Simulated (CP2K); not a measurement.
**SnNH5O (SMILES [NH2][SnH2][OH]) at AM1**

What is the energy change on altering one bond length of SnNH5O at AM1? 

The calculation is run with CP2K 2026.2.

4 further runs of the same task are left out: 1 that didn't finish, 3 set aside as unsound or not needed.

### 1 The molecule

SnNH5O: 8 atoms, total charge 0, spin state singlet. As SMILES, `[NH2][SnH2][OH]`. Geometry: a GFN2-xTB relaxation, a rough one for these elements and not checked as a minimum. This is one conformer, not always the lowest.

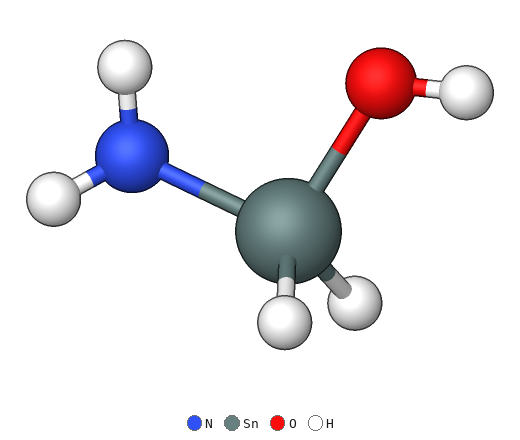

Viewed from a chosen angle; nitrogen blue, tin teal, oxygen red, hydrogen white.

### 2 Energy and forces at AM1

The input, molecule.xyz:

```xyz
8

N     -1.223090     0.692460    -0.657760
Sn     0.472030     0.265760     0.294250
O      0.281160    -1.666390     0.470460
H     -1.172340     1.400830    -1.377870
H     -1.636190    -0.133820    -1.072110
H      0.431800     0.970630     1.805340
H      1.937230     0.593000    -0.487580
H      0.909400    -2.122470     1.025270
```

The input, job.inp:

```
&GLOBAL
    PROJECT job
    RUN_TYPE ENERGY_FORCE
    PRINT_LEVEL MEDIUM
&END

&FORCE_EVAL
    METHOD QS
    &DFT
        CHARGE 0
        MULTIPLICITY 1
        &QS
            METHOD AM1
            EPS_DEFAULT 1.0E-10
            &SE
                &COULOMB
                    CUTOFF [angstrom] 50
                    RC_RANGE [angstrom] 0
                &END
                &EXCHANGE
                    CUTOFF [angstrom] 50
                    RC_RANGE [angstrom] 0
                &END
            &END
        &END
        &POISSON
            PERIODIC NONE
            POISSON_SOLVER ANALYTIC
        &END
        &SCF
            SCF_GUESS ATOMIC
            EPS_SCF 1.0E-07
            MAX_SCF 80
            ADDED_MOS 2
            &DIAGONALIZATION
                ALGORITHM STANDARD
            &END
            &MIXING
                METHOD DIRECT_P_MIXING
                ALPHA 0.4
            &END
        &END
        &PRINT
            &MOMENTS
                PERIODIC F
                REFERENCE COM
                MAX_MOMENT 1
            &END
            &MO ON
                ENERGIES T
                OCCUPATION_NUMBERS T
                NDIGITS 6
                &EACH
                    QS_SCF 0
                &END
                ADD_LAST NUMERIC
            &END
            &HIRSHFELD OFF
            &END
        &END
    &END
    &SUBSYS
        &CELL
            ABC [angstrom] 13.6 13.5 13.2
            PERIODIC NONE
        &END
        &TOPOLOGY
            COORD_FILE_NAME molecule.xyz
            COORD_FILE_FORMAT XYZ
            &CENTER_COORDINATES
            &END
        &END
    &END
    &PRINT
        &FORCES ON
        &END
    &END
&END
```

Command:

```console
$ OMP_NUM_THREADS=1 cp2k.psmp -i job.inp -o job.out
```

Output, cut to the lines that bear on the results:

```text
CP2K| version string:                                       CP2K version 2026.2
[...]
 GLOBAL| Method name                                                        CP2K
[...]
 GLOBAL| Run type                                                   ENERGY_FORCE
[...]
                             - Atoms:                                          8
[...]
                             - Spherical basis functions:                     17
[...]
 Number of electrons:                                                         20
[...]
     1 P_Mix/Diag. 0.40E+00    0.0     0.68865487       -20.4652404521 -2.05E+01
[...]
    21 DIIS/Diag.  0.44E-07    0.0     0.00000009       -24.9187749100  1.78E-14
  *** SCF run converged in    21 steps ***
  Core-core repulsion energy [eV]:                            921.44128905270384
  Core Hamiltonian energy [eV]:                             -1112.64588187596087
  Two-electron integral energy [eV]:                         -973.73951297449196
  Electronic energy [eV]:                                   -1599.51563836320679
  Total energy [eV]:                                         -678.07434931050318
  Atomic reference energy [eV]:                               678.08868784896652
  Heat of formation [kcal/mol]:                                 0.33065457827152
[...]
 SE_DIPOLE| Moment [Debye]         -1.90132227      -1.00418504       0.52954568
 SE_DIPOLE| Derivative [a.u.]       0.00000000       0.00000000       0.00000000
 ENERGY| Total FORCE_EVAL ( QS ) energy [hartree]            -24.918774909976825
 FORCES| Atomic forces [hartree/bohr]
 FORCES|   Atom     x               y               z               |f|
 FORCES|      1 -1.13413769E-02 -1.09453286E-03 -3.59165751E-02   3.76805679E-02
 FORCES|      2  3.26259657E-02  6.06585983E-02  1.24699487E-02   6.99958485E-02
 FORCES|      3 -3.64398443E-03 -6.38504505E-02  6.04817486E-03   6.42397001E-02
 FORCES|      4 -1.04989269E-03 -9.79628191E-03  1.52066196E-02   1.81193458E-02
 FORCES|      5  3.25221450E-03  1.32445697E-02  1.11917082E-02   1.76422747E-02
 FORCES|      6  1.24868393E-03 -4.89616358E-03 -1.26586220E-02   1.36298327E-02
 FORCES|      7 -1.75116214E-02 -1.48280767E-03  6.99503302E-03   1.89152343E-02
 FORCES|      8 -3.57998867E-03  7.21706854E-03 -3.33628735E-03   8.71970243E-03
 FORCES| Sum     7.77156117E-16 -7.49400542E-16  1.66533454E-16
 FORCES| Total atomic force                                       1.09238555E-15
[...]
```

Run time: 1.2 s. Hardware: 1 thread of AMD EPYC 7R43 (Zen 3), shared host; peak memory 0.18 GiB.

### 3 The distorted shape at the same level

The input, molecule.xyz:

```xyz
8

N     -1.160276     0.646859    -0.602288
Sn     0.534844     0.220159     0.349722
O      0.343974    -1.711991     0.525932
H     -1.109526     1.355229    -1.322398
H     -1.573376    -0.179421    -1.016638
H      0.494614     0.925029     1.860812
H      2.000044     0.547399    -0.432108
H      0.909400    -2.122470     1.025270
```

The input, gas.inp:

```
&FORCE_EVAL
    METHOD QUICKSTEP
    &DFT
        &QS
            METHOD AM1
            EPS_DEFAULT 1.0E-10
            &SE
                &COULOMB
                    CUTOFF [angstrom] 50
                    RC_RANGE [angstrom] 0
                &END
                &EXCHANGE
                    CUTOFF [angstrom] 50
                    RC_RANGE [angstrom] 0
                &END
            &END
        &END
        &POISSON
            PERIODIC NONE
            POISSON_SOLVER ANALYTIC
        &END
        &SCF
            SCF_GUESS ATOMIC
            EPS_SCF 1.0E-07
            MAX_SCF 80
            ADDED_MOS 2
            &DIAGONALIZATION
                ALGORITHM STANDARD
            &END
            &MIXING
                METHOD DIRECT_P_MIXING
                ALPHA 0.4
            &END
        &END
        &PRINT
            &MOMENTS
                PERIODIC F
                REFERENCE COM
                MAX_MOMENT 1
            &END
            &MO ON
                ENERGIES T
                OCCUPATION_NUMBERS T
                NDIGITS 6
                &EACH
                    QS_SCF 0
                &END
                ADD_LAST NUMERIC
            &END
            &HIRSHFELD OFF
            &END
        &END
    &END
    &SUBSYS
        &CELL
            ABC 13.6 13.5 13.2
            PERIODIC NONE
        &END
        &TOPOLOGY
            COORD_FILE_NAME molecule.xyz
            COORD_FILE_FORMAT XYZ
            &CENTER_COORDINATES
            &END
        &END
    &END
    &PRINT
        &FORCES ON
        &END
    &END
&END

&GLOBAL
    PROJECT_NAME gas
    RUN_TYPE ENERGY_FORCE
    PRINT_LEVEL MEDIUM
&END
```

Command:

```console
$ OMP_NUM_THREADS=1 cp2k.psmp gas.inp > gas.out
```

Output, cut to the lines that bear on the results:

```text
CP2K| version string:                                       CP2K version 2026.2
[...]
 GLOBAL| Method name                                                        CP2K
[...]
 GLOBAL| Run type                                                   ENERGY_FORCE
[...]
                             - Atoms:                                          8
[...]
                             - Spherical basis functions:                     17
[...]
 Number of electrons:                                                         20
[...]
     1 P_Mix/Diag. 0.40E+00    0.0     0.68881592       -20.3898537123 -2.04E+01
[...]
    22 DIIS/Diag.  0.28E-07    0.0     0.00000009       -24.9115609565 -2.49E-14
  *** SCF run converged in    22 steps ***
  Core-core repulsion energy [eV]:                            927.46266420176255
  Core Hamiltonian energy [eV]:                             -1114.08983277009338
  Two-electron integral energy [eV]:                         -982.50175816927708
  Electronic energy [eV]:                                   -1605.34071185473181
  Total energy [eV]:                                         -677.87804765296937
  Atomic reference energy [eV]:                               678.08868784896652
  Heat of formation [kcal/mol]:                                 4.85747869996993
[...]
 ENERGY| Total FORCE_EVAL ( QS ) energy [hartree]            -24.911560956487033
 FORCES| Atomic forces [hartree/bohr]
 FORCES|   Atom     x               y               z               |f|
 FORCES|      1 -1.12888608E-02 -1.06164085E-03 -3.58996561E-02   3.76477193E-02
 FORCES|      2  3.16239896E-02  6.23964558E-02  1.14196648E-02   7.08787920E-02
 FORCES|      3 -6.94981452E-02 -1.38499077E-02 -5.25559960E-02   8.82266675E-02
 FORCES|      4 -1.04390567E-03 -9.78219376E-03  1.52079781E-02   1.81125275E-02
 FORCES|      5  3.25883900E-03  1.32150344E-02  1.12139855E-02   1.76354936E-02
 FORCES|      6  1.21896265E-03 -5.08401644E-03 -1.26371119E-02   1.36758798E-02
 FORCES|      7 -1.75306501E-02 -1.65094801E-03  7.00559294E-03   1.89506637E-02
 FORCES|      8  6.32597707E-02 -4.41827835E-02  5.62455427E-02   9.54854859E-02
 FORCES| Sum    -5.13478149E-16  5.27355937E-16  1.66533454E-16
 FORCES| Total atomic force                                       7.54650571E-16
[...]
```

Run time: 1.1 s. Hardware: 1 thread of AMD EPYC 7R43 (Zen 3), shared host; peak memory 0.18 GiB.

### 4 Summary of results

Level: AM1.

```
                                                         quantity         value
                                        first shape: total energy  -24.91877 Eh
                                       first shape: dipole moment        2.21 D
                                         first shape: HOMO energy      -9.86 eV
                                         first shape: LUMO energy      -0.31 eV
                                       first shape: HOMO–LUMO gap       9.55 eV
           first shape: heat of formation at this unrelaxed shape  0.3 kcal/mol
                            first shape: largest force on an atom    3.599 eV/Å
                                    distorted shape: total energy  -24.91156 Eh
                                   distorted shape: dipole moment        2.23 D
                                     distorted shape: HOMO energy      -9.88 eV
                                     distorted shape: LUMO energy      -0.33 eV
                                   distorted shape: HOMO–LUMO gap       9.55 eV
       distorted shape: heat of formation at this unrelaxed shape  4.9 kcal/mol
                        distorted shape: largest force on an atom    4.910 eV/Å
energy change with the O3–H8 bond shortened from 0.954 to 0.859 Å      0.196 eV
```

In words: With the O3–H8 bond shortened from 0.954 to 0.859 Å the energy rises by 0.20 eV (18.9 kJ/mol). The first shape isn't relaxed at this level, so the change isn't measured from a minimum. The largest force (first shape) is 3.60 eV/Å: the shape isn't a stationary point for this species at this level.
